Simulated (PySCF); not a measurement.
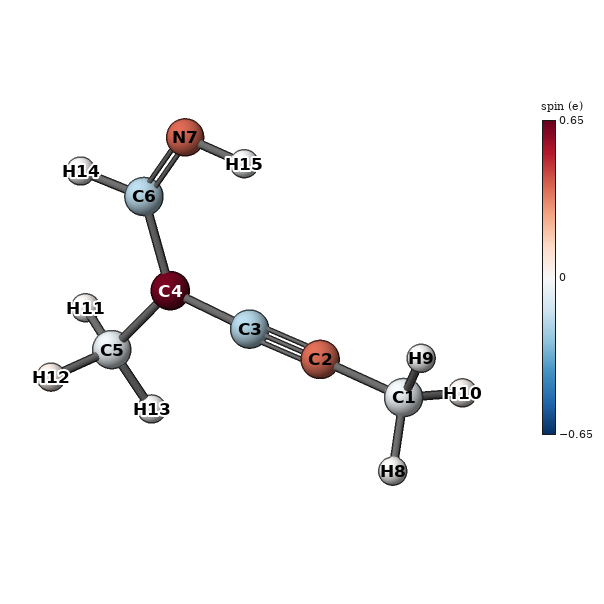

Atoms are coloured by their Mulliken spin populations. State: neutral, doublet. The computed structure is the end point of a GFN2-xTB optimisation. No frequency run is at hand to confirm it as a minimum. Properties computed with UKS B3LYP, pcH-1 on C H N, non-relativistic (PySCF 2.14.0).

Question: Which atom carries the largest spin population?

Answer: C4 (0.62 e).

Question: Which atom has the lowest spin population?

Answer: C3 (−0.19 e); a negative value comes from spin polarisation.

Give the Mulliken spin populations atom by atom.

```tsv
atom	value (e)
C1	−0.03
C2	0.36
C3	−0.19
C4	0.62
C5	−0.05
C6	−0.18
N7	0.37
H8	0.01
H9	0.00
H10	0.02
H11	0.01
H12	0.04
H13	0.01
H14	0.01
H15	−0.01
```

Mulliken values depend strongly on the basis set.
